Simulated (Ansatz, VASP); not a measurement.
# Cross-check of ZnAu between VASP and Ansatz

Wanted: the spread between two codes on one cell, functional and k mesh. Valence electrons are named where the data sets of a main pair hold unlike numbers.

Program: Ansatz 0.2.0. Level of theory: plane waves, with VASP 6.6.1 beside it; single point at PBEsol and band structure at PBEsol. Results are calculated unless marked as measured.

### Step 1. The structure

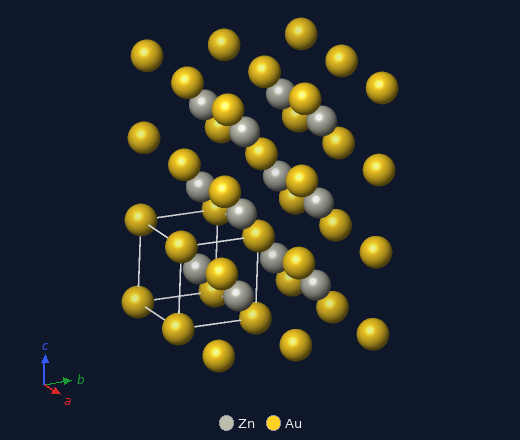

The starting structure, seen slightly off an axis (zinc light grey, gold yellow). 2×2×3 cells are drawn. Some periodic images of atoms are drawn too.

### Step 2. Ansatz: single point, PBEsol

Ansatz runs on its default PAW (the set named soft_2) files.

A single point gives forces, pressure and levels at one fixed geometry, so differences don't come from the geometry; what else differs is listed under the comparison.

The input, input.yaml:

```yaml
crystal:
  lattice:
    - [3.147, 0.0, 0.0]
    - [0.0, 3.147, 0.0]
    - [0.0, 0.0, 3.147]
  atoms:
    - { symbol: Zn, position: [0.5, 0.5, 0.5] }
    - { symbol: Au, position: [0.0, 0.0, 0.0] }
hamiltonian:
  xc: pbesol
  pseudopotentials: { kind: paw }
kpoints:
  mp_grid: { grid: [7, 7, 7] }
scf:
  occupations: { method: fermi_dirac, width: 0.05 }
  n_extra_bands: 4
output:
  forces: true
  stress: true
  eigenvalues: true
```

Launch:

```bash
$ ansatz run input.yaml --threads 2 --pin off --max-ram 4608MiB --backend cpu --events-out ev --progress --plain --runs-dir out
```

Numbers of over 12 decimals in the logs are rounded to 6 here.

Log:

```text
scf.n_extra_bands = 4 over 16 filled bands (N_el = 31.0): the run solves 20 bands
Engine: ansatz 0.2.0, aarch64-unknown-linux-gnu
Pseudopotentials: kind: paw
Pseudopotential: Zn, paw, valence charge 12, recommended cutoff 420 eV (normal), Zn.paw.azcp
Pseudopotential: Au, paw, valence charge 19, recommended cutoff 420 eV (normal), Au.paw.azcp
Functional definition: PBEsol
  exchange = pbesol_x
  correlation = pbesol_c
Crystal: 2 atoms, lattice volume = 31.167 Å³
Basis set: ecut = 420 eV, 619 PW (Γ), exchange–correlation on 48×48×48 points (8 copies of the dense FFT grid, shifted against one another)
Bands: 20, of which v1, the nominal top of the filled ones, is band 16 counted from 1 (15 counted from 0)
Symmetry: 48 space group operations
Space group: Pm-3m (ITA 221), of the structure as read, at distance tolerance 3.1e-5 Å
k-points: 20 of 343
Non-local potential: Zn, projectors of the file, l = 0: 2, l = 1: 2, l = 2: 3, l = 3: 1
Non-local potential: Au, projectors of the file, l = 0: 3, l = 1: 2, l = 2: 2, l = 3: 1
PAW form: soft (Blöchl's): semilocal exchange-correlation on the pseudo side does not see the compensation charge
PAW frozen core: Zn, regenerated for the run's functional, and the local potential with it (the file was generated under x = pbe(κ = 0.804, μ = 0.219515), c = pbe(β = 0.066725))
PAW frozen core: Au, regenerated for the run's functional, and the local potential with it (the file was generated under x = pbe(κ = 0.804, μ = 0.219515), c = pbe(β = 0.066725))
PAW one-centre angular grid: Zn, 590 points (default); XC on 64 Gauss nodes
PAW one-centre angular grid: Au, 590 points (default); XC on 64 Gauss nodes
Initial density: superposition of atomic densities (neutral atoms: chi_scale 0, normalization atom), corrected by the library's trained network
Initial wavefunctions: pseudopotential atomic-orbital guess
Functional: x = pbesol(κ = 0.804, μ = 0.123457), c = pbesol(β = 0.046)
SCF iter   1: F=—  HF=-16288.462869 eV  |F-HF|=—  |Δ(HF+E_count)|=         —  Δρ=4.79e-3  dr2=4.84e-3  ethr=1.77e-3  ⟨swp⟩=5.5  Hψ=1692  notcnv=0
preconditioner: auto → none  [insulator: Δε(μ)=0.431 eV  Ē_g=12.628 eV  σ=0.050 eV  W_gap=0.66  n_scr=6 (ndim 8)  ℏωp=31.9 eV  f_vac=0.000  D(μ)=0.96/eV (n_scr^D=6)  ε∞_Penn≈7.4]
SCF iter   2: F=—  HF=-16288.462597 eV  |F-HF|=—  |Δ(HF+E_count)|=   2.72e-4  Δρ=1.80e-3  dr2=5.56e-4  ethr=1.56e-5  ⟨swp⟩=2.0  Hψ=866  notcnv=0  defer=7
SCF iter   3: F=—  HF=-16288.462287 eV  |F-HF|=—  |Δ(HF+E_count)|=   3.10e-4  Δρ=7.32e-4  dr2=4.78e-5  ethr=1.79e-6  ⟨swp⟩=2.0  Hψ=612  notcnv=0  defer=7
SCF iter   4: F=—  HF=-16288.462297 eV  |F-HF|=—  |Δ(HF+E_count)|=   1.08e-5  Δρ=2.91e-4  dr2=2.59e-5  ethr=1.54e-7  ⟨swp⟩=2.0  Hψ=701  notcnv=0  defer=7
SCF iter   5: F=—  HF=-16288.462290 eV  |F-HF|=—  |Δ(HF+E_count)|=   7.29e-6  Δρ=4.21e-5  dr2=1.57e-7  ethr=8.34e-8  ⟨swp⟩=2.0  Hψ=601  notcnv=0  defer=7
SCF iter   6: F=-16288.462290 eV  HF=-16288.462290 eV  |F-HF|=1.04e-8  |Δ(HF+E_count)|=   1.67e-7  Δρ=1.41e-5  dr2=2.38e-8  ethr=3.23e-10  ⟨swp⟩=5.6  Hψ=1696  notcnv=0
SCF 1 converged in 6 iterations: F = -16288.462290 eV  dr2 = 2.38e-8
  greatest PAW one-centre occupation: 1.001 electrons in one spin orbital (limit 2), on the Au atom at site 1 (counted from 0), in its partial waves of l = 0
SCF converged after 6 iterations
Free energy (F): -16288.462290 eV
Harris-Foulkes:  -16288.462290 eV  (|F-HF|=1.04e-8)
Internal energy: -16288.455071 eV  (E = F + TS)
E sigma→0 (E₀):  -16288.458681 eV
Entropy (-TS):   -0.007219 eV (-3.610 meV/atom)
Fermi energy:    17.061878 eV
--- Per-component energies (eV) ---
  E_band       = -171.954719
  E_kinetic    = 736.066096
  E_local      = -3253.705576  (includes V_loc(G=0)·N_el)
  E_nonlocal   = 690.634023
  E_hartree    = 1370.841095
  E_xc         = -363.118871
  E_vxc        = -328.279366  (∫ρ·V_xc dr)
  E_paw        = -11355.563701  (= ΣΔE_a)
  E_vpaw       = -758.354077  (= ΣTr[D̂ρ^β])
  E_aug_tail   = 0.000950  (compensation charges beyond the density's cutoff)
  E_ewald      = -4114.715922
  E_core_change = 1.106834  (= ΣΔE_core)
  E_smearing   = -0.007219  (= −TS)
  E_closure    = -0.000000  (closes the sum)
  Σ components = -16288.462290   (vs F -16288.462290, Δ=0.00e0)
--- Forces (eV/Å), atoms counted from 1 ---
  atom   1  Zn     0.00000000     0.00000000    -0.00000000
  atom   2  Au    -0.00000000     0.00000000     0.00000000
  max |Σ_I F_I| component: 1.12e-29 eV/Å
--- Stress (GPa, compression-positive) ---
       -2.710466       0.000000       0.000000
        0.000000      -2.710466       0.000000
        0.000000       0.000000      -2.710466
  P = ⅓ Tr σ = -2.7105 GPa (-27.105 kbar)
--- Band table (eV; the first three rows and the last of 20) ---
  k-point 0: bands = [... 12 lower, 13.1605, 13.1605, 13.1605, 21.8156, 21.8156, 21.8156, 25.7082, 28.9453]
  k-point 1: bands = [... 12 lower, 12.9011, 12.9011, 13.1307, 19.6366, 22.4830, 22.4830, 26.7557, 28.5862]
  k-point 2: bands = [... 12 lower, 12.3845, 12.3845, 13.0617, 16.6692, 24.2233, 24.2233, 27.3071, 27.8457]
  k-point 19: bands = [... 12 lower, 13.5981, 13.5981, 17.6698, 18.6465, 20.3399, 20.3399, 21.5709, 23.4952]
```

It took 1.1 s on 2 threads of Arm Neoverse N1, shared host; peak memory 0.27 GiB.

The run ends at a pressure of -2.71 GPa.

### Step 3. VASP: single point, PBEsol

The same cell, functional, mesh and smearing now go to VASP, with its own data sets.

Lines of VASP's logs that name or quote its potential files are left out, and so is its time.

The input, INCAR:

```
SYSTEM = ZnAu
PREC = Accurate
ENCUT = 400
EDIFF = 1E-06
NELM = 100
ISMEAR = -1
SIGMA = 0.05
LREAL = .FALSE.
ALGO = Normal
GGA = PS
NBANDS = 17
LASPH = .TRUE.
LORBIT = 11
LWAVE = .FALSE.
LCHARG = .TRUE.
ISIF = 2
LELF = .TRUE.
LVHAR = .TRUE.
```

The input, POSCAR:

```
ZnAu
1.0
    3.1470000000      0.0000000000      0.0000000000
    0.0000000000      3.1470000000      0.0000000000
    0.0000000000      0.0000000000      3.1470000000
Zn Au
1 1
Direct
    0.5000000000      0.5000000000      0.5000000000
    0.0000000000      0.0000000000      0.0000000000
```

The input, KPOINTS:

```
Automatic mesh
0
Gamma
7 7 7
0 0 0
```

PAW data sets: Zn and Au (PBE family, release 64).

Launch:

```bash
$ mpirun -np 2 vasp_std
```

Log:

```text
[banner, memory and clock lines left out]
running    2 mpi-ranks, on    1 nodes
 distrk:  each k-point on    2 cores,    1 groups
 distr:  one band on    1 cores,    2 groups

 POSCAR found type information on POSCAR ZnAu
 POSCAR found :  2 types and       2 ions
|                                                                             |
|               ----> ADVICE to this user running VASP <----                  |
|                                                                             |
|     You enforced a specific xc type in the INCAR file but a different       |
|     [... a line on the potential file left out ...]
|     I HOPE YOU KNOW WHAT YOU ARE DOING!                                     |
|                                                                             |

 LDA part: xc-table for (Slater+PW92), standard interpolation
|                                                                             |
|           W    W    AA    RRRRR   N    N  II  N    N   GGGG   !!!           |
|           W    W   A  A   R    R  NN   N  II  NN   N  G    G  !!!           |
|           W    W  A    A  R    R  N N  N  II  N N  N  G       !!!           |
|           W WW W  AAAAAA  RRRRR   N  N N  II  N  N N  G  GGG   !            |
|           WW  WW  A    A  R   R   N   NN  II  N   NN  G    G                |
|           W    W  A    A  R    R  N    N  II  N    N   GGGG   !!!           |
|                                                                             |
|     The number of bands has been changed from the values supplied in        |
|     The orbitals not found in the WAVECAR file will be initialized with     |
|     random numbers, which is usually adequate. For correlated               |
|     calculations, however, you should redo the groundstate calculation.     |
|     I found NBANDS = 17. Now, NBANDS = 18.                                  |
|                                                                             |

 POSCAR, INCAR and KPOINTS ok, starting setup
 FFT: planning ... GRIDC
 FFT: planning ... GRID_SOFT
 FFT: planning ... GRID
 WAVECAR not read
 entering main loop
       N       E                     dE             d eps       ncg     rms          rms(c)
DAV:   1     0.111528689837E+03    0.11153E+03   -0.97684E+03   760   0.136E+03
DAV:   2    -0.242330444920E+01   -0.11395E+03   -0.10919E+03   730   0.274E+02
DAV:   3    -0.650316178181E+01   -0.40799E+01   -0.40559E+01   792   0.595E+01
DAV:   4    -0.653432034899E+01   -0.31159E-01   -0.31153E-01   780   0.456E+00
DAV:   5    -0.653468456611E+01   -0.36422E-03   -0.36421E-03   774   0.527E-01    0.871E+00
DAV:   6    -0.600058716670E+01    0.53410E+00   -0.15525E+00   778   0.143E+01    0.537E+00
DAV:   7    -0.597140358487E+01    0.29184E-01   -0.33908E-02   968   0.340E+00    0.289E+00
DAV:   8    -0.596108639099E+01    0.10317E-01   -0.84565E-03   764   0.949E-01    0.132E-01
DAV:   9    -0.596109980609E+01   -0.13415E-04   -0.39374E-04   854   0.262E-01    0.656E-02
DAV:  10    -0.596110445012E+01   -0.46440E-05   -0.32379E-05   870   0.618E-02    0.190E-02
DAV:  11    -0.596110453339E+01   -0.83276E-07   -0.37483E-06   746   0.295E-02
   1 F= -.59611045E+01 E0= -.59575156E+01  d E =-.717791E-02
```

OUTCAR, selected parts (step 3):

```text
ion  position               nearest neighbor table
   1  0.500  0.500  0.500-   2 2.73   2 2.73   2 2.73   2 2.73   2 2.73   2 2.73   2 2.73   2 2.73

  LATTYP: Found a simple cubic cell.
 ALAT       =     3.1470000000

 Subroutine GETGRP returns: Found 48 space group operations
 (whereof 48 operations were pure point group operations)

The static configuration has the point symmetry O_h .

 Found     20 irreducible k-points:

   k-points           NKPTS =     20   k-points in BZ     NKDIM =     20   number of bands    NBANDS=     18

   dimension x,y,z NGX =    24 NGY =   24 NGZ =   24
   dimension x,y,z NGXF=    48 NGYF=   48 NGZF=   48

   ENCUT  =  400.0 eV  29.40 Ry    5.42 a.u.   5.13  5.13  5.13*2*pi/ulx,y,z

   NELECT =      23.0000    total number of electrons

 k-points in reciprocal lattice and weights: Automatic mesh
   0.00000000  0.00000000  0.00000000       0.003
   0.14285714  0.00000000  0.00000000       0.017
   0.28571429  0.00000000  0.00000000       0.017
   0.42857143  0.00000000  0.00000000       0.017
   0.14285714  0.14285714  0.00000000       0.035
   0.28571429  0.14285714  0.00000000       0.070
   0.42857143  0.14285714  0.00000000       0.070
   0.28571429  0.28571429  0.00000000       0.035
   0.42857143  0.28571429  0.00000000       0.070
[...]
0.42857143  0.42857143  0.28571429       0.070
   0.42857143  0.42857143  0.42857143       0.023

 average (electrostatic) potential at core
       1 -32.6599       2 -67.1731

 E-fermi :   7.0907

 k-point     1 :       0.0000    0.0000    0.0000
  band No.  band energies     occupation
    ...
      7       1.4968      2.00000
      8       1.4968      2.00000
      9       3.1824      2.00000
     10       3.1824      2.00000
     11       3.1824      2.00000
     12      11.8642      0.00000
     13      11.8642      0.00000
     14      11.8642      0.00000
     15      15.7290      0.00000
     16      19.0330      0.00000
    ...

 k-point     2 :       0.1429    0.0000    0.0000
  band No.  band energies     occupation
    ...
      7       1.4381      2.00000
      8       1.5904      2.00000
      9       2.9250      2.00000
     10       2.9250      2.00000
     11       3.1534      2.00000
     12       9.6762      0.00000
     13      12.5294      0.00000
     14      12.5294      0.00000
     15      16.7831      0.00000
     16      18.6754      0.00000
    ...

 k-point     3 :       0.2857    0.0000    0.0000
  band No.  band energies     occupation
    ...
      8       1.7652      2.00000
      9       2.4118      2.00000
     10       2.4118      2.00000
     11       3.0861      2.00000
     12       6.7012      1.99917
     13      14.2665      0.00000
     14      14.2665      0.00000
     15      17.3495      0.00000
     16      17.9349      0.00000
     17      22.4337      0.00000
    ...

  Total       -0.5670883     -0.5670883     -0.5670883     -0.0000000      0.0000000     -0.0000000
  in kB      -29.1521804    -29.1521804    -29.1521804     -0.0000000      0.0000000     -0.0000000
  external PRESSURE =     -29.1521804 kB  Pullay stress =       0.0000000 kB

  energy-cutoff  :      400.00
  volume of cell :       31.17
      direct lattice vectors                 reciprocal lattice vectors
     3.147000000  0.000000000  0.000000000     0.317762949  0.000000000  0.000000000
     0.000000000  3.147000000  0.000000000     0.000000000  0.317762949  0.000000000
     0.000000000  0.000000000  3.147000000     0.000000000  0.000000000  0.317762949

 POSITION                                       TOTAL-FORCE (eV/Angst)
 -----------------------------------------------------------------------------------
      1.57350      1.57350      1.57350         0.000000      0.000000      0.000000
      0.00000      0.00000      0.00000         0.000000      0.000000      0.000000
 -----------------------------------------------------------------------------------
    total drift:                                0.000000      0.000000     -0.000000

  FREE ENERGIE OF THE ION-ELECTRON SYSTEM (eV)
  ---------------------------------------------------
  free  energy   TOTEN  =        -5.9611045334 eV

  energy  without entropy=       -5.9539266193  energy(sigma->0) =       -5.95751558

 total charge
# of ion       s       p       d       tot
------------------------------------------
    1        0.521   0.453   9.768  10.742
    2        0.613   0.398   8.698   9.709
--------------------------------------------------
tot          1.134   0.850  18.466  20.451

[... 3 further parts left out ...]
```

This run has no spin polarisation. Its electron count is odd, so without a moment it is a metal by construction. The k-mesh is coarse for a metal. At this level the cell is under a tension of 2.9 GPa, so at these settings it is away from equilibrium.

### Step 4. Differences

Known differences besides the potentials themselves: the data sets hold 31 valence electrons in Ansatz (on its default PAW (the set named soft_2) files) and 23 in VASP; the cutoff is 420 eV in Ansatz and 400 eV in VASP; Ansatz makes its cores anew for this functional, VASP keeps those of its PBE data sets. Total energies have different zeros and are not compared.

Both answers:

```csv
quantity,Ansatz,VASP,difference
pressure (GPa),-2.71,-2.92,+0.20
pressure without Ansatz's Pulay correction (GPa),-2.80,-2.92,+0.12
```

Ansatz's pressure holds a Pulay correction of 0.08 GPa; VASP's holds none.

(Part 1 of 2 ends here.)

[Lines on the potential files, build, host, timing and source positions are cut from VASP's logs without a mark.]

[Logs are printed without paths, hosts, clocks, repeated set-up lines and the standing remarks that a program may print on its own settings, such as how far it seeks lower states.]

[Hosts, paths, dates, database ids (printed as entryN), source tags and the programs' standing remarks are cut or masked in the printed files.]
